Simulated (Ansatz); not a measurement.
Geometry relaxation, with input and output: GeNH2Cl2F2

System: GeNH2Cl2F2, multiplicity 2.
Method: UKS PBE/def2-SVP (Ansatz 0.2.0).

The input holds or restrains some coordinates. It belongs to a series of runs on one base structure; here: pulled along the bonds that form and break, towards end A. Figures and captions count atoms from 1; the log counts them from 0 in places.

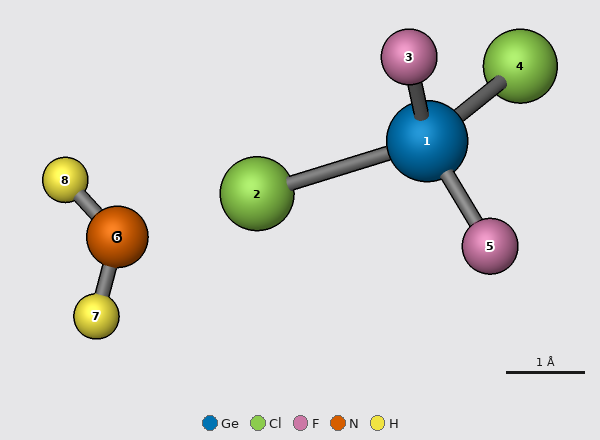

Figure 1. The starting structure (ball-and-stick view, seen at a tilt; atoms are numbered from 1 in the order of the input). Sticks mark near contacts.

**The input**
```yaml
crystal:
  periodic: [false, false, false]
  atoms:
    - { symbol: Ge, position_ang: [0.0, 0.0, 0.0] }
    - { symbol: Cl, position_ang: [0.0, 0.0, 2.47] }
    - { symbol: F, position_ang: [1.5842, 0.0, -0.5594] }
    - { symbol: Cl, position_ang: [-1.0456, 1.8115, -0.7393] }
    - { symbol: F, position_ang: [-0.7913, -1.3709, -0.5594] }
    - { symbol: "N", position_ang: [0.0, 0.0, 4.5] }
    - { symbol: H, position_ang: [-0.496, -0.7725, 5.03] }
    - { symbol: H, position_ang: [0.496, 0.7725, 5.03] }
magnetization:
  spin_polarized: true
  initial_magnetization: 1
basis:
  gaussian: { orbitals: def2-SVP }
hamiltonian:
  xc: pbe
relax:
  f_tol: 0.15
  max_steps: 25
  restrain:
    - { distance: [1, 5], at: 2.93, k: 30.0 }
    - { distance: [0, 1], at: 2.22, k: 30.0 }
output:
  orbitals: {}
```

Machine: 4 threads of Arm Neoverse V1, 24 GiB of memory available, shared host.

Command:
```bash
ansatz run input.yaml --threads 4 --pin off --max-ram 5120MiB --backend cpu --events-out ev --progress --plain --runs-dir out
```

**The program's output**
```
The last accepted step is kept in [file] (removed where the run ends without a failure and the disk answers)
Engine: ansatz 0.2.0, aarch64-unknown-linux-gnu
Functional definition: PBE
  parameter kappa = 0.804
  parameter beta = 0.06672455060314922
  exchange = pbe_x(kappa = kappa, mu = beta*pi^2/3)
  correlation = pbe_c(beta = beta)
1325 factors; their error is unknown
mean field evaluation 1: about -88461.5429 eV, gradient 5.5e1 eV
mean field evaluation 2: about -88346.1457 eV, gradient 1.3e2 eV
mean field evaluation 4: about -88471.3309 eV, gradient 2.2e1 eV
mean field evaluation 8: about -88474.3117 eV, gradient 4.3e-1 eV
mean field evaluation 16: about -88474.2243 eV, gradient 2.9e-2 eV
mean field evaluation 32: about -88474.2243 eV, gradient 5.8e-5 eV
mean field -88474.22432146 eV, -3251.3677738305 hartree, gradient 4.4e-6 eV, S^2 0.756256; 5 other end points of the search recorded, 0 dependent functions left out
the calculation of the forces begins
reference -88474.22436068 eV, -3251.3677752717 hartree; 47, 46 occupied and 73, 74 virtual orbitals, 1325 factors
relax step   1: F+E_penalty+E_count = -88474.22432146 eV  Δ(F+E_penalty+E_count) = +0.000e0 eV  max|allowed force component| = 3.371e0 eV/Å  E_restraint = 13.08750000 eV  max|allowed force component, restraints' pulls added| = 3.776e1 eV/Å  Δτ_max = 0.0000 Å  (132 SCF iters, accepted)
  distance Cl 1 - N 5 = 2.0300 Å
  distance Ge 0 - Cl 1 = 2.4700 Å
these checks for a lower state are left out or cut short: starts, cluster_reference, orbital_swaps, neighbouring_geometries, increment
1325 factors; their error is unknown
mean field evaluation 64: about -88474.9253 eV, gradient 7.7e-6 eV
mean field -88474.92525175 eV, -3251.3935325436 hartree, gradient 1.2e-5 eV, S^2 0.754696; 0 other end points of the search recorded, 0 dependent functions left out
the calculation of the forces begins
reference -88474.92529009 eV, -3251.3935339524 hartree; 47, 46 occupied and 73, 74 virtual orbitals, 1325 factors
relax step   2: F+E_penalty+E_count = -88474.92525175 eV  Δ(F+E_penalty+E_count) = -7.009e-1 eV  max|allowed force component| = 1.833e0 eV/Å  E_restraint = 5.02090223 eV  max|allowed force component, restraints' pulls added| = 2.010e1 eV/Å  Δτ_max = 0.1948 Å  (42 SCF iters, accepted)
  distance Cl 1 - N 5 = 2.3524 Å
  distance Ge 0 - Cl 1 = 2.2524 Å
these checks for a lower state are left out or cut short: starts, cluster_reference, orbital_swaps, neighbouring_geometries, increment
1325 factors; their error is unknown
mean field -88474.94577144 eV, -3251.3942866281 hartree, gradient 1.6e-5 eV, S^2 0.753619; 0 other end points of the search recorded, 0 dependent functions left out
the calculation of the forces begins
reference -88474.94580940 eV, -3251.3942880234 hartree; 47, 46 occupied and 73, 74 virtual orbitals, 1325 factors
relax step   3: F+E_penalty+E_count = -88474.94577144 eV  Δ(F+E_penalty+E_count) = -2.052e-2 eV  max|allowed force component| = 3.251e0 eV/Å  E_restraint = 0.97219239 eV  max|allowed force component, restraints' pulls added| = 3.742e0 eV/Å  Δτ_max = 0.1981 Å  (41 SCF iters, accepted)
  distance Cl 1 - N 5 = 2.6969 Å
  distance Ge 0 - Cl 1 = 2.1177 Å
these checks for a lower state are left out or cut short: starts, cluster_reference, orbital_swaps, neighbouring_geometries, increment
1325 factors; their error is unknown
mean field -88475.15675126 eV, -3251.4020399935 hartree, gradient 1.5e-5 eV, S^2 0.753638; 0 other end points of the search recorded, 0 dependent functions left out
the calculation of the forces begins
reference -88475.15679085 eV, -3251.4020414485 hartree; 47, 46 occupied and 73, 74 virtual orbitals, 1325 factors
relax step   4: F+E_penalty+E_count = -88475.15675126 eV  Δ(F+E_penalty+E_count) = -2.110e-1 eV  max|allowed force component| = 2.677e0 eV/Å  E_restraint = 0.06131743 eV  max|allowed force component, restraints' pulls added| = 1.333e0 eV/Å  Δτ_max = 0.1947 Å  (37 SCF iters, accepted)
  distance Cl 1 - N 5 = 2.8805 Å
  distance Ge 0 - Cl 1 = 2.1795 Å
these checks for a lower state are left out or cut short: starts, cluster_reference, orbital_swaps, neighbouring_geometries, increment
1325 factors; their error is unknown
mean field -88475.51336272 eV, -3251.4151452230 hartree, gradient 1.6e-5 eV, S^2 0.753195; 0 other end points of the search recorded, 0 dependent functions left out
the calculation of the forces begins
reference -88475.51340326 eV, -3251.4151467129 hartree; 47, 46 occupied and 73, 74 virtual orbitals, 1325 factors
relax step   5: F+E_penalty+E_count = -88475.51336272 eV  Δ(F+E_penalty+E_count) = -3.566e-1 eV  max|allowed force component| = 1.180e0 eV/Å  E_restraint = 0.00535198 eV  max|allowed force component, restraints' pulls added| = 1.473e0 eV/Å  Δτ_max = 0.1980 Å  (39 SCF iters, accepted)
  distance Cl 1 - N 5 = 2.9398 Å
  distance Ge 0 - Cl 1 = 2.2038 Å
these checks for a lower state are left out or cut short: starts, cluster_reference, orbital_swaps, neighbouring_geometries, increment
1325 factors; their error is unknown
mean field -88475.61998089 eV, -3251.4190633686 hartree, gradient 2.8e-5 eV, S^2 0.753061; 0 other end points of the search recorded, 0 dependent functions left out
the calculation of the forces begins
reference -88475.62002141 eV, -3251.4190648575 hartree; 47, 46 occupied and 73, 74 virtual orbitals, 1325 factors
relax step   6: F+E_penalty+E_count = -88475.61998089 eV  Δ(F+E_penalty+E_count) = -1.066e-1 eV  max|allowed force component| = 9.092e-1 eV/Å  E_restraint = 0.01379397 eV  max|allowed force component, restraints' pulls added| = 3.917e-1 eV/Å  Δτ_max = 0.0813 Å  (34 SCF iters, accepted)
  distance Cl 1 - N 5 = 2.9280 Å
  distance Ge 0 - Cl 1 = 2.1897 Å
these checks for a lower state are left out or cut short: starts, cluster_reference, orbital_swaps, neighbouring_geometries, increment
1325 factors; their error is unknown
mean field evaluation 96: about -88475.7077 eV, gradient 1.3e0 eV
mean field -88475.63119814 eV, -3251.4194755948 hartree, gradient 1.6e-5 eV, S^2 0.752948; 0 other end points of the search recorded, 0 dependent functions left out
the calculation of the forces begins
reference -88475.63123850 eV, -3251.4194770780 hartree; 47, 46 occupied and 73, 74 virtual orbitals, 1325 factors
relax step   7: F+E_penalty+E_count = -88475.63119814 eV  Δ(F+E_penalty+E_count) = -1.122e-2 eV  max|allowed force component| = 9.231e-1 eV/Å  E_restraint = 0.01392909 eV  max|allowed force component, restraints' pulls added| = 8.305e-2 eV/Å  Δτ_max = 0.0376 Å  (35 SCF iters, accepted)
  distance Cl 1 - N 5 = 2.9303 Å
  distance Ge 0 - Cl 1 = 2.1895 Å
```

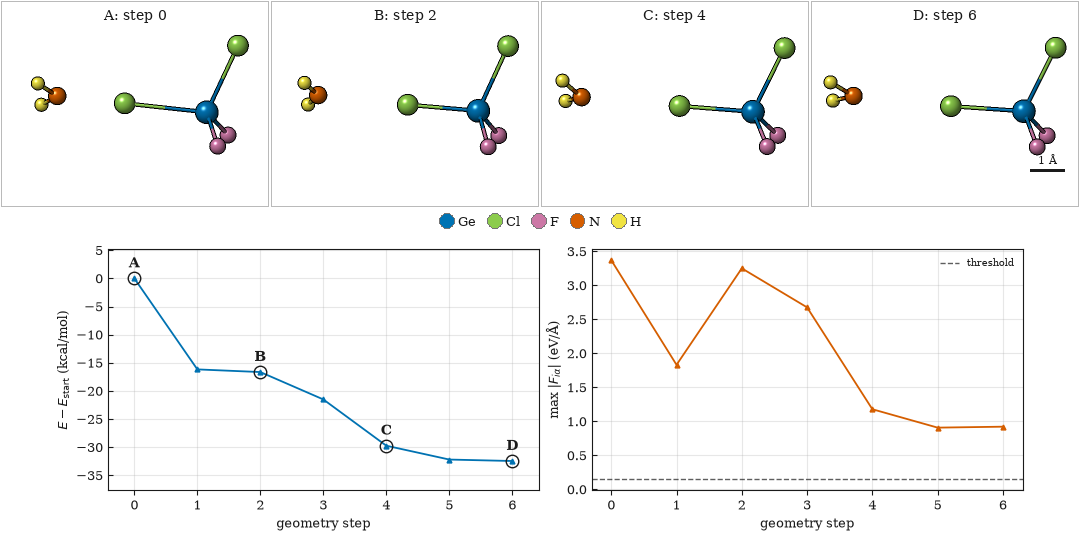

Figure 2. Frames of the restrained relaxation (ball-and-stick view, seen at a tilt) above the curves, on which the letters mark them (the first geometry is step 0 here and step 1 in the log).

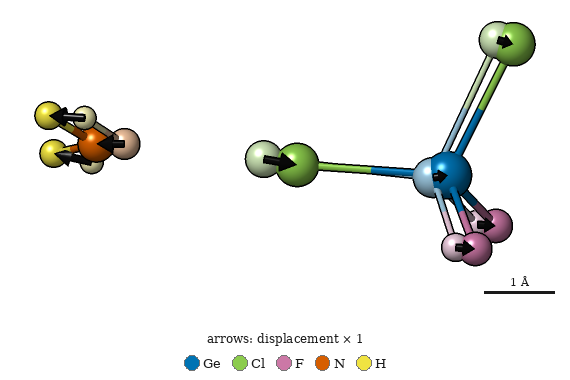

Figure 3. Start (faint) and end (solid) with the displacements as black arrows, at true length (ball-and-stick view, seen at a tilt). The two geometries are laid on each other by the best rigid fit. After 6 geometry steps the energy has fallen by 32.4 kcal/mol. The largest force component goes from 3.4 to 0.92 eV/Å. The largest move after the best rigid fit is that of H7, 0.56 Å. Largest moves by element: H 0.56 Å, Cl 0.49 Å, N 0.41 Å, F 0.29 Å, Ge 0.22 Å. Among the contacts that change: Ge1–Cl2 2.470 → 2.190 Å, Ge1–Cl4 2.218 → 2.138 Å, Ge1–F3 1.680 → 1.736 Å, N6–H7 1.060 → 1.043 Å. Among the angles that change: H7–N6–H8 120.0° → 100.7°, F3–Ge1–F5 109.5° → 105.7°, Cl2–Ge1–Cl4 109.5° → 113.2°. (Atoms are counted from 1 in the order of the input.)

```
1325 factors; their error is unknown
mean field -88475.63119814 eV, -3251.4194755948 hartree, gradient 1.8e-5 eV, S^2 0.752948; 1 other end points of the search recorded, 0 dependent functions left out
the calculation of the forces begins
reference -88475.63123850 eV, -3251.4194770780 hartree; 47, 46 occupied and 73, 74 virtual orbitals, 1325 factors
Total energy: -88475.63123850 eV, -3251.4194770780 hartree
Atom 0 at    -0.024852     0.049814    -0.209496 Å, force     0.028313    -0.034836     0.905500 eV/Å
Atom 1 at     0.029134    -0.017208     1.978341 Å, force    -0.027040     0.032254    -0.923107 eV/Å
Atom 2 at     1.589883     0.012626    -0.845579 Å, force    -0.009852    -0.000414     0.003049 eV/Å
Atom 3 at    -1.028530     1.775789    -0.973468 Å, force     0.001188    -0.000940    -0.001440 eV/Å
Atom 4 at    -0.805349    -1.371481    -0.829184 Å, force     0.005049     0.006424     0.003671 eV/Å
Atom 5 at     0.027753    -0.030939     4.908622 Å, force     0.008695     0.006362     0.001433 eV/Å
Atom 6 at    -0.458135    -0.662777     5.581913 Å, force    -0.054782    -0.083053     0.010055 eV/Å
Atom 7 at     0.417395     0.684776     5.560751 Å, force     0.048430     0.074203     0.000839 eV/Å
Dipole moment:    -0.105406     0.160838     0.729166 e Å
```

**Trajectory as extended XYZ (Å, eV, eV/Å), 7 frames, from step=1 to step=7**
```
8
Properties=species:S:1:pos:R:3:forces:R:3 step=1 energy=-88474.22432
Ge    0.0000    0.0000    0.0000   -1.3297   2.4496   3.3713
Cl    0.0000    0.0000    2.4700   -0.0474   0.0240  -3.2592
F     1.5842    0.0000   -0.5594    2.1284  -0.1010  -1.1031
Cl   -1.0456    1.8115   -0.7393    0.2494  -0.4426  -0.0496
F    -0.7913   -1.3709   -0.5594   -1.0012  -1.9265  -1.1118
N     0.0000    0.0000    4.5000   -0.2135   0.1316   1.8879
H    -0.4960   -0.7725    5.0300    0.7133   0.8796   0.1330
H     0.4960    0.7725    5.0300   -0.4993  -1.0147   0.1316
8
Properties=species:S:1:pos:R:3:forces:R:3 step=2 energy=-88474.92525
Ge   -0.0060    0.0112    0.0228   -0.9522   1.6822   1.8327
Cl   -0.0007    0.0004    2.2752    0.0054  -0.0068  -1.7986
F     1.5932    0.0002   -0.5663    1.0706  -0.0726  -0.5750
Cl   -1.0432    1.8072   -0.7401    0.3532  -0.6112   0.1089
F    -0.7959   -1.3785   -0.5662   -0.4819  -0.9808  -0.5838
N    -0.0029    0.0018    4.6275   -0.0249   0.0091  -1.5534
H    -0.4972   -0.7774    5.0595    0.0851   0.0998   1.2866
H     0.5000    0.7756    5.0595   -0.0553  -0.1198   1.2826
8
Properties=species:S:1:pos:R:3:forces:R:3 step=3 energy=-88474.94577
Ge   -0.0241    0.0416   -0.0401   -0.2584   0.4715   0.5464
Cl    0.0010    0.0006    2.0771   -0.0188   0.0310   0.3437
F     1.6101   -0.0038   -0.5783    0.4292  -0.0033  -0.4630
Cl   -1.0385    1.7993   -0.7433    0.0592  -0.1031  -0.2109
F    -0.8013   -1.3959   -0.5788   -0.2175  -0.3840  -0.4640
N     0.0014   -0.0014    4.7740    0.0397  -0.0264  -3.2513
H    -0.5046   -0.7850    5.1307   -0.2978  -0.4305   1.7521
H     0.5034    0.7850    5.1306    0.2645   0.4448   1.7470
8
Properties=species:S:1:pos:R:3:forces:R:3 step=4 energy=-88475.15675
Ge   -0.0227    0.0402   -0.1476   -0.0967   0.1706   1.2421
Cl   -0.0012    0.0026    2.0315    0.0143  -0.0105  -0.5637
F     1.6128    0.0051   -0.7124    0.1039  -0.0221  -0.2401
Cl   -1.0336    1.7909   -0.8482    0.0172  -0.0286  -0.1817
F    -0.8102   -1.3937   -0.7116   -0.0360  -0.1083  -0.2442
N     0.0158   -0.0116    4.9119    0.1344  -0.0929  -2.6773
H    -0.5126   -0.7843    5.3253    0.1737   0.4233   1.3320
H     0.4990    0.7913    5.3230   -0.3109  -0.3316   1.3330
8
Properties=species:S:1:pos:R:3:forces:R:3 step=5 energy=-88475.51336
Ge   -0.0184    0.0308   -0.1826   -0.0658   0.1050   0.8350
Cl    0.0164   -0.0266    2.0202    0.0431  -0.0415  -1.0355
F     1.5888    0.0255   -0.8458   -0.0490  -0.0737   0.1070
Cl   -1.0195    1.7658   -0.9419   -0.0016   0.0016   0.0319
F    -0.8164   -1.3639   -0.8469    0.0866   0.0043   0.1061
N     0.0756   -0.0476    4.9593    0.1936  -0.1579  -1.1797
H    -0.5129   -0.7078    5.5079    0.1872   0.5304   0.5598
H     0.4337    0.7645    5.5016   -0.3941  -0.3681   0.5754
8
Properties=species:S:1:pos:R:3:forces:R:3 step=6 energy=-88475.61998
Ge   -0.0256    0.0501   -0.2016    0.0434  -0.0509   0.8838
Cl    0.0365   -0.0281    1.9859   -0.0466   0.0528  -0.9092
F     1.5883    0.0132   -0.8404   -0.0051   0.0045   0.0005
Cl   -1.0288    1.7769   -0.9665    0.0040  -0.0073   0.0134
F    -0.8055   -1.3696   -0.8265   -0.0013   0.0069   0.0071
N     0.0142   -0.0200    4.9138   -0.0197  -0.0441   0.0530
H    -0.4698   -0.6917    5.5655    0.2554   0.3917  -0.0492
H     0.4381    0.7098    5.5418   -0.2300  -0.3534   0.0005
8
Properties=species:S:1:pos:R:3:forces:R:3 step=7 energy=-88475.63120
Ge   -0.0249    0.0498   -0.2095    0.0283  -0.0348   0.9055
Cl    0.0291   -0.0172    1.9783   -0.0270   0.0323  -0.9231
F     1.5899    0.0126   -0.8456   -0.0099  -0.0004   0.0030
Cl   -1.0285    1.7758   -0.9735    0.0012  -0.0009  -0.0014
F    -0.8053   -1.3715   -0.8292    0.0050   0.0064   0.0037
N     0.0278   -0.0309    4.9086    0.0087   0.0064   0.0014
H    -0.4581   -0.6628    5.5819   -0.0548  -0.0831   0.0101
H     0.4174    0.6848    5.5608    0.0484   0.0742   0.0008
```

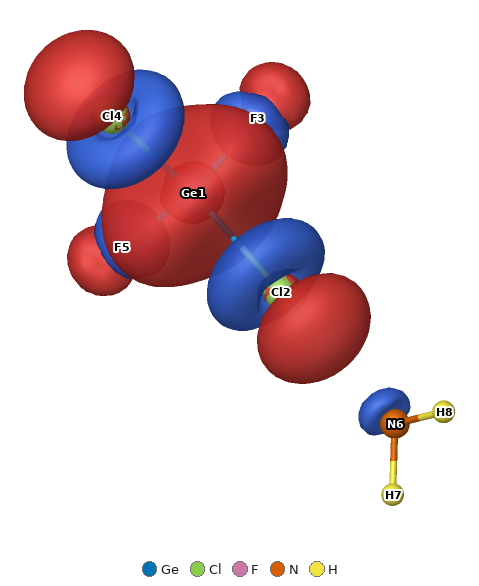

Figure 4. The LUMO (α) at ±0.1 Å⁻³ᐟ² (blue and red are the two phases), seen at an oblique angle. Its weight (Hirshfeld) is mainly on Ge1 (35 %), Cl2 (25 %), Cl4 (20 %), F5 (10 %) and F3 (10 %). Its energy is −2.96 eV.

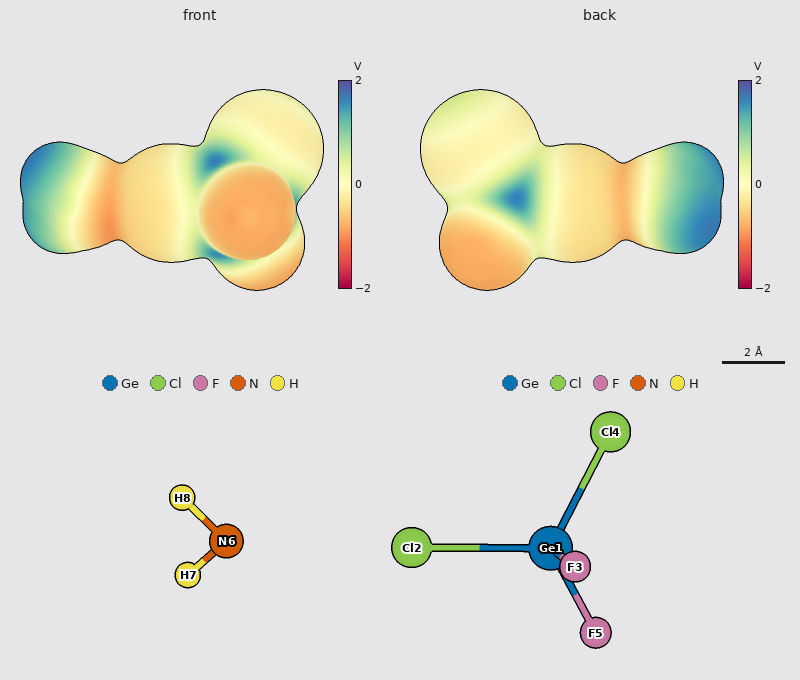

Figure 5. The molecular electrostatic potential painted on the density surface at 0.002 e/bohr³, seen face on and from behind; red is negative and blue positive. The bare structure is drawn below in the same view.

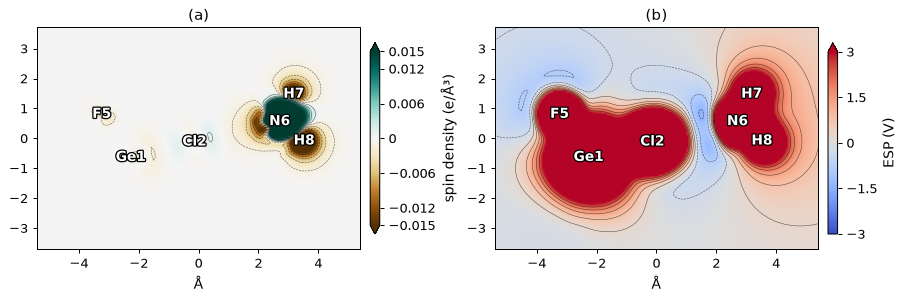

Figure 6. (a) spin density (α minus β); (b) electrostatic potential on the plane of atoms Cl2, Ge1 and F5. The section cuts through Ge, Cl, F, N and H sites. The unpaired spin (1 electron) lies mostly on N6 (about 0.9), in electrons by Hirshfeld's partition.

**Key numbers**

```tsv
quantity	value
outcome	converged under the restraints of the input
total energy	−88475.6312 eV
mean-field energy	−88475.6312 eV
⟨S²⟩	0.753
largest force (length of the vector) at the end, held atoms and coordinates included	0.924 eV/Å
wall time	23 s (CPU time 87 s)
peak memory	0.23 GiB
```
